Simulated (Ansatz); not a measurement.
**C₂H₇GeN: geometry relaxation (part 1 of 2)**

System: C₂H₇GeN, SMILES C=N[CH2][GeH3].
Method: RKS PBE-D4/def2-SVP (Ansatz 0.2.0).

The geometry: force-field start. Figures and captions count atoms from 1; the log counts them from 0 in places.

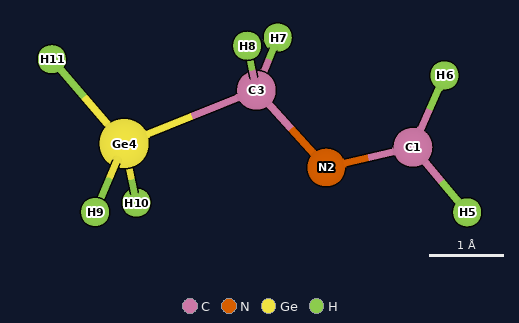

Figure 1. The starting structure (ball-and-stick view, seen at a tilt; atoms are numbered from 1 in the order of the input). Sticks mark near contacts. Bond lengths as drawn: C–Ge 1.96 Å, C–H 1.07 to 1.18 Å, C–N 1.24 to 1.42 Å and Ge–H 1.49 to 1.60 Å.

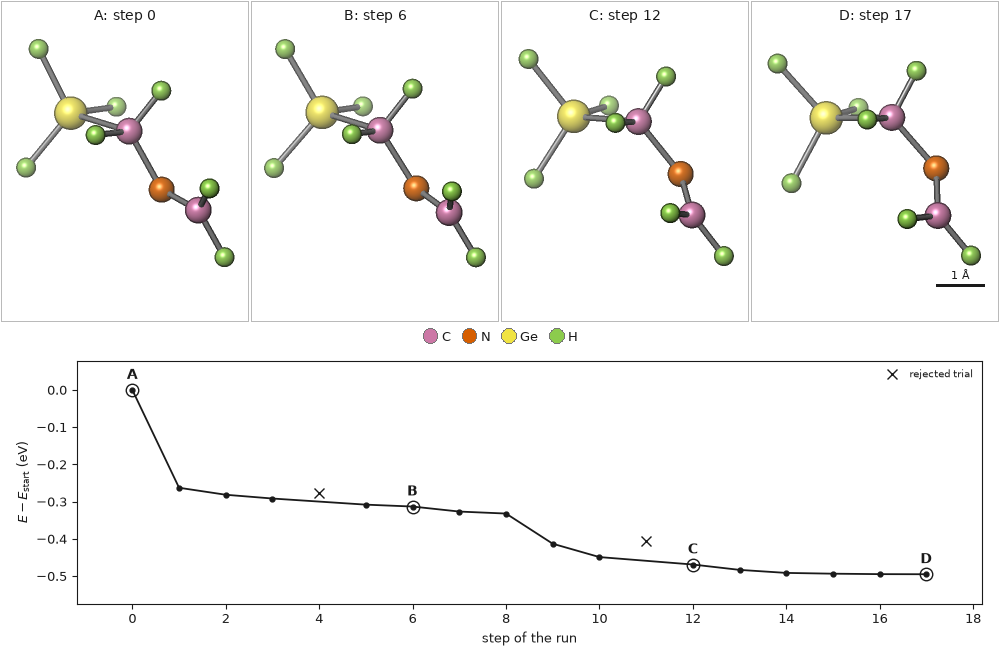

Figure 2. Frames of the relaxation (ball-and-stick view, seen at a tilt) above the curves, on which the letters mark them (the first geometry is step 0 here and step 1 in the log).

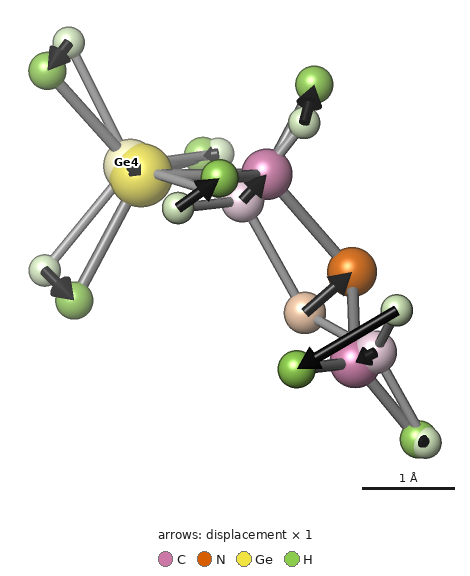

Figure 3. Start (faint) and end (solid) with the displacements as black arrows, at true length (ball-and-stick view, seen at a tilt). The two geometries are laid on each other by the best rigid fit. The largest move after the best rigid fit is that of H6, 1.27 Å. By element the largest moves are H 1.27 Å, N 0.68 Å, C 0.39 Å, Ge 0.17 Å. Among the contacts that change: Ge4–H9 1.486 → 1.551 Å, C3–H8 1.179 → 1.120 Å, Ge4–H10 1.603 → 1.548 Å, C1–H6 1.072 → 1.120 Å. Among the angles that change: C3–Ge4–H10 104.4° → 110.1°, N2–C3–H8 109.8° → 114.8°, H9–Ge4–H11 114.6° → 109.6°. The energy falls by 0.495 eV in 17 geometry steps. The largest force component goes from 2.7 to 0.026 eV/Å. The line search rejected the trial steps at points 4, 11 (counted from 0) and went back. (Atoms are counted from 1 in the order of the input.)

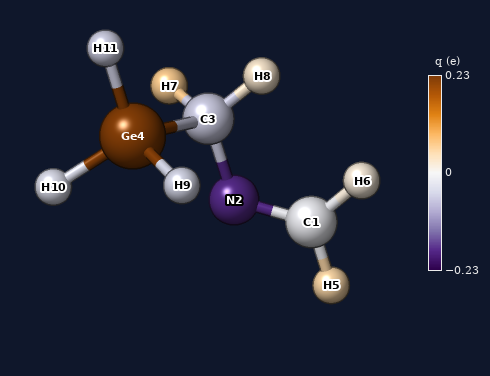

Figure 4. Mulliken charges, as the colour of each atom (ball-and-stick view, seen at a tilt; atoms are numbered from 1 in the order of the input). By element: C −0.06 to −0.01, N −0.18, Ge +0.22 and H −0.05 to +0.07 e.

The input that produced these results follows, with the program's output.

## The input
```yaml
crystal:
  periodic: [false, false, false]
  atoms:
    - {symbol: C, position_ang: [-1.060300, 1.785000, 0.585700]}
    - {symbol: N, position_ang: [-0.631300, 0.864100, -0.129000]}
    - {symbol: C, position_ang: [0.172100, -0.155900, 0.439800]}
    - {symbol: Ge, position_ang: [0.799700, -1.411200, -0.931900]}
    - {symbol: H, position_ang: [-1.728700, 2.574000, 0.082400]}
    - {symbol: H, position_ang: [-0.903700, 1.922300, 1.637100]}
    - {symbol: H, position_ang: [-0.328300, -0.698000, 1.249100]}
    - {symbol: H, position_ang: [1.159300, 0.313900, 0.882300]}
    - {symbol: H, position_ang: [1.517800, -0.660800, -1.994000]}
    - {symbol: H, position_ang: [-0.541500, -2.066700, -1.516000]}
    - {symbol: H, position_ang: [1.610300, -2.523600, -0.285000]}
basis:
  gaussian: {orbitals: def2-SVP}
hamiltonian: {xc: pbe, dispersion: d4}
relax: {f_tol: 0.03, max_steps: 200}
```

Launch command:
```bash
ansatz run in.yaml --threads 4 --pin off --events-out ev --progress --plain --max-ram 10444MiB
```

## What the program printed
```
Functional definition: PBE
  name "PBE"
  cite "Perdew, Burke & Ernzerhof, Phys. Rev. Lett. 77, 3865 (1996) doi:10.1103/PhysRevLett.77.3865"
  parent pbe
  parameter kappa = 0.804
  parameter beta = 0.06672455060314922
  exchange = pbe_x(kappa = kappa, mu = beta*pi^2/3)
  correlation = pbe_c(beta = beta)
1245 factors; their error is unknown
mean field evaluation 1: about -60163.6745 eV, gradient 5.7e1 eV
mean field evaluation 2: about -60143.1634 eV, gradient 1.0e2 eV
mean field evaluation 4: about -60171.2833 eV, gradient 9.7e0 eV
mean field evaluation 8: about -60171.4968 eV, gradient 1.7e-1 eV
mean field evaluation 16: about -60171.4227 eV, gradient 2.7e-4 eV
mean field -60171.42270421 eV, -2211.2589987247 hartree, gradient 7.5e-6 eV, S^2 0.000000; 0 other end points of the search recorded, 0 dependent functions left out
the calculation of the forces begins
reference -60171.42274098 eV, -2211.2590000757 hartree; 29, 29 occupied and 80, 80 virtual orbitals, 1245 factors
relax step   1: F+E_penalty+E_count = -60171.62127549 eV  Δ(F+E_penalty+E_count) = +0.000e0 eV  max|allowed force component| = 2.661e0 eV/Å  Δτ_max = 0.0000 Å  (29 SCF iters, accepted)
these checks for a lower state are left out or cut short: starts, cluster_reference, orbital_swaps, neighbouring_geometries, increment
1245 factors; their error is unknown
mean field -60171.68738237 eV, -2211.2687254676 hartree, gradient 8.3e-6 eV, S^2 0.000000; 0 other end points of the search recorded, 0 dependent functions left out
[... from here on the field's lines of each further geometry are left out, up to the last ...]
relax step   2: F+E_penalty+E_count = -60171.88381525 eV  Δ(F+E_penalty+E_count) = -2.625e-1 eV  max|allowed force component| = 9.026e-1 eV/Å  Δτ_max = 0.1094 Å  (30 SCF iters, accepted)
relax step   3: F+E_penalty+E_count = -60171.90261091 eV  Δ(F+E_penalty+E_count) = -1.880e-2 eV  max|allowed force component| = 5.883e-1 eV/Å  Δτ_max = 0.0992 Å  (29 SCF iters, accepted)
relax step   4: F+E_penalty+E_count = -60171.91272716 eV  Δ(F+E_penalty+E_count) = -1.012e-2 eV  max|allowed force component| = 4.453e-1 eV/Å  Δτ_max = 0.0756 Å  (31 SCF iters, accepted)
relax step   5: F+E_penalty+E_count = -60171.89784296 eV  Δ(F+E_penalty+E_count) = +1.488e-2 eV  max|allowed force component| = 1.298e0 eV/Å  Δτ_max = 0.2000 Å  (37 SCF iters, rejected (line search))
relax step   6: F+E_penalty+E_count = -60171.92917104 eV  Δ(F+E_penalty+E_count) = -1.644e-2 eV  max|allowed force component| = 1.470e-1 eV/Å  Δτ_max = 0.0978 Å  (30 SCF iters, accepted)
relax step   7: F+E_penalty+E_count = -60171.93425818 eV  Δ(F+E_penalty+E_count) = -5.087e-3 eV  max|allowed force component| = 2.574e-1 eV/Å  Δτ_max = 0.0776 Å  (31 SCF iters, accepted)
relax step   8: F+E_penalty+E_count = -60171.94772967 eV  Δ(F+E_penalty+E_count) = -1.347e-2 eV  max|allowed force component| = 5.502e-1 eV/Å  Δτ_max = 0.1500 Å  (29 SCF iters, accepted)
relax step   9: F+E_penalty+E_count = -60171.95308734 eV  Δ(F+E_penalty+E_count) = -5.358e-3 eV  max|allowed force component| = 1.214e0 eV/Å  Δτ_max = 0.1879 Å  (29 SCF iters, accepted)
relax step  10: F+E_penalty+E_count = -60172.03410736 eV  Δ(F+E_penalty+E_count) = -8.102e-2 eV  max|allowed force component| = 5.661e-1 eV/Å  Δτ_max = 0.2000 Å  (36 SCF iters, accepted)
relax step  11: F+E_penalty+E_count = -60172.06994325 eV  Δ(F+E_penalty+E_count) = -3.584e-2 eV  max|allowed force component| = 4.656e-1 eV/Å  Δτ_max = 0.1966 Å  (28 SCF iters, accepted)
relax step  12: F+E_penalty+E_count = -60172.02591288 eV  Δ(F+E_penalty+E_count) = +4.403e-2 eV  max|allowed force component| = 1.603e0 eV/Å  Δτ_max = 0.1995 Å  (35 SCF iters, rejected (line search))
relax step  13: F+E_penalty+E_count = -60172.08993098 eV  Δ(F+E_penalty+E_count) = -1.999e-2 eV  max|allowed force component| = 4.006e-1 eV/Å  Δτ_max = 0.0997 Å  (30 SCF iters, accepted)
relax step  14: F+E_penalty+E_count = -60172.10431521 eV  Δ(F+E_penalty+E_count) = -1.438e-2 eV  max|allowed force component| = 4.545e-1 eV/Å  Δτ_max = 0.0968 Å  (29 SCF iters, accepted)
relax step  15: F+E_penalty+E_count = -60172.11246036 eV  Δ(F+E_penalty+E_count) = -8.145e-3 eV  max|allowed force component| = 1.202e-1 eV/Å  Δτ_max = 0.1390 Å  (30 SCF iters, accepted)
relax step  16: F+E_penalty+E_count = -60172.11455777 eV  Δ(F+E_penalty+E_count) = -2.097e-3 eV  max|allowed force component| = 7.991e-2 eV/Å  Δτ_max = 0.0354 Å  (30 SCF iters, accepted)
relax step  17: F+E_penalty+E_count = -60172.11575290 eV  Δ(F+E_penalty+E_count) = -1.195e-3 eV  max|allowed force component| = 4.508e-2 eV/Å  Δτ_max = 0.0325 Å  (31 SCF iters, accepted)
the calculation of the forces begins
reference -60171.91387322 eV, -2211.2770488527 hartree; 29, 29 occupied and 80, 80 virtual orbitals, 1245 factors
relax step  18: F+E_penalty+E_count = -60172.11602586 eV  Δ(F+E_penalty+E_count) = -2.730e-4 eV  max|allowed force component| = 2.620e-2 eV/Å  Δτ_max = 0.0274 Å  (32 SCF iters, accepted)
1245 factors; their error is unknown
mean field evaluation 160: about -60171.9138 eV, gradient 3.3e-4 eV
mean field -60171.91383647 eV, -2211.2770475021 hartree, gradient 2.4e-5 eV, S^2 0.000000; 1 other end points of the search recorded, 0 dependent functions left out
the calculation of the forces begins
reference -60171.91387322 eV, -2211.2770488527 hartree; 29, 29 occupied and 80, 80 virtual orbitals, 1245 factors
Total energy: -60172.11606261 eV, -2211.2844791758 hartree
Atom 0 at    -0.894837     1.806140     0.381251 Å, force    -0.007400    -0.021170    -0.026196 eV/Å
Atom 1 at    -1.083509     0.550280     0.248156 Å, force    -0.004572     0.018123     0.015175 eV/Å
Atom 2 at    -0.066573    -0.359315     0.697706 Å, force     0.008773     0.011210     0.001371 eV/Å
Atom 3 at     0.723804    -1.269240    -0.888924 Å, force     0.002283     0.002496    -0.011539 eV/Å
Atom 4 at    -1.661651     2.513398     0.009389 Å, force    -0.003197     0.001610     0.001658 eV/Å
Atom 5 at     0.015712     2.248271     0.859498 Å, force     0.007254     0.001367     0.012694 eV/Å
Atom 6 at    -0.526236    -1.166914     1.306320 Å, force    -0.000927    -0.003649     0.000478 eV/Å
Atom 7 at     0.756132     0.112578     1.294204 Å, force    -0.001768    -0.004691    -0.000300 eV/Å
Atom 8 at     1.334689    -0.193391    -1.824260 Å, force     0.003207    -0.000599     0.003399 eV/Å
Atom 9 at    -0.370693    -2.057415    -1.648883 Å, force    -0.001548    -0.003556     0.002552 eV/Å
Atom 10 at     1.838562    -2.241292    -0.413958 Å, force    -0.002105    -0.001141     0.000708 eV/Å
Dipole moment:     0.178145     0.104844     0.161908 e Å
```

## Trajectory as extended XYZ (Å, eV, eV/Å), 18 frames, from step=1 to step=18
```
11
Properties=species:S:1:pos:R:3:forces:R:3 step=1 energy=-60171.62127
C    -1.0603    1.7850    0.5857   -2.1012   2.4671  -1.1349
N    -0.6313    0.8641   -0.1290    0.1306  -0.9453  -1.5835
C     0.1721   -0.1559    0.4398    2.6607   0.3431   0.6934
Ge    0.7997   -1.4112   -0.9319   -1.8780  -0.7478   0.2138
H    -1.7287    2.5740    0.0824    0.6423  -0.6142   0.5673
H    -0.9037    1.9223    1.6371    0.3979   0.0450   1.6343
H    -0.3283   -0.6980    1.2491   -0.2156  -0.2519   0.4787
H     1.1593    0.3139    0.8823   -1.3693  -0.6558  -0.2963
H     1.5178   -0.6608   -1.9940    0.6305   0.4830  -0.8110
H    -0.5415   -2.0667   -1.5160    0.6719   0.2205   0.0867
H     1.6103   -2.5236   -0.2850    0.4302  -0.3437   0.1516
11
Properties=species:S:1:pos:R:3:forces:R:3 step=2 energy=-60171.88382
C    -1.1120    1.8037    0.5912   -0.2896   0.9026  -0.5807
N    -0.6389    0.8745   -0.1285   -0.2239   0.0072  -0.3867
C     0.2063   -0.1344    0.4570    0.8079  -0.0576   0.4061
Ge    0.7426   -1.4432   -0.9330   -0.1873  -0.1195   0.0180
H    -1.7223    2.6058    0.0931    0.1059  -0.3785   0.2351
H    -0.9090    1.9626    1.6667    0.0784  -0.1383   0.4652
H    -0.2973   -0.6790    1.2794   -0.1470  -0.0763   0.1706
H     1.1318    0.3277    0.9296   -0.4628  -0.3132  -0.3262
H     1.5255   -0.7099   -2.0280    0.1772   0.1352  -0.2039
H    -0.4959   -2.1205   -1.5996    0.0729   0.1119   0.1576
H     1.6347   -2.5442   -0.3074    0.0683  -0.0735   0.0450
11
Properties=species:S:1:pos:R:3:forces:R:3 step=3 energy=-60171.90261
C    -1.1001    1.8433    0.5977    0.1761  -0.1141   0.0669
N    -0.6991    0.9080   -0.1659    0.2628  -0.5883  -0.0996
C     0.1779   -0.1384    0.4218   -0.4115   0.4402  -0.2555
Ge    0.7792   -1.4669   -0.9275   -0.1383   0.1958  -0.1279
H    -1.7486    2.6359    0.1797   -0.0625   0.0652   0.0095
H    -0.8205    1.9197    1.6798   -0.0613   0.0682   0.0092
H    -0.3653   -0.6774    1.2245    0.0211  -0.0436   0.1311
H     1.0640    0.3446    0.8695    0.2392  -0.0110   0.2327
H     1.5800   -0.7293   -2.0382   -0.0251  -0.0779   0.0433
H    -0.4772   -2.1342   -1.5456    0.0412  -0.0269  -0.0261
H     1.6750   -2.5623   -0.2753   -0.0417   0.0923   0.0165
11
Properties=species:S:1:pos:R:3:forces:R:3 step=4 energy=-60171.91273
C    -1.0667    1.8435    0.5707   -0.4453  -0.2120   0.0993
N    -0.6468    0.8822   -0.1529   -0.0126   0.1707   0.0359
C     0.2005   -0.1383    0.4578    0.1122   0.0101  -0.0527
Ge    0.7441   -1.4424   -0.9376    0.0984   0.0001   0.0611
H    -1.7659    2.5853    0.1270    0.2024   0.0455  -0.0168
H    -0.8808    1.9392    1.6743    0.1494   0.0402  -0.1206
H    -0.3302   -0.6720    1.2782   -0.0322  -0.0099  -0.0156
H     1.1108    0.3125    0.9196   -0.0260  -0.0572  -0.0319
H     1.5521   -0.7181   -2.0457   -0.0132   0.0187   0.0188
H    -0.4959   -2.1141   -1.5788   -0.0337   0.0208   0.0372
H     1.6441   -2.5347   -0.2922    0.0006  -0.0269  -0.0147
```
